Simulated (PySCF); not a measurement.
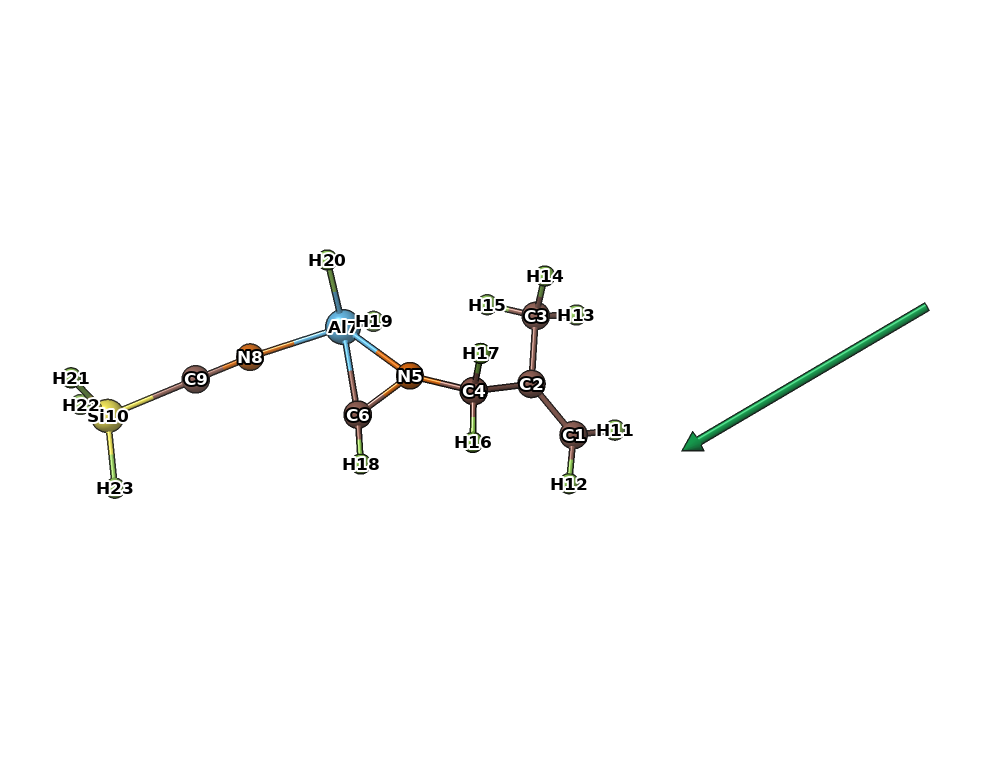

The arrow beside the molecule shows the direction of the dipole moment, from the negative to the positive end (its length means nothing). Computed geometry: GFN2-xTB optimisation. No frequency run is at hand to confirm it as a minimum. Method: PBE0/pcSseg-1, gas phase (PySCF 2.14.0).

Estimate the dipole moment.

6.62 D; it points from the side of H13 to the side of H23 (the outermost atoms at the two ends).

The geometry is semi-empirical. Around Al, Si such bond lengths and angles can be off by a tenth of an ångström or more and by several degrees, and values that hang on the shape move with them.
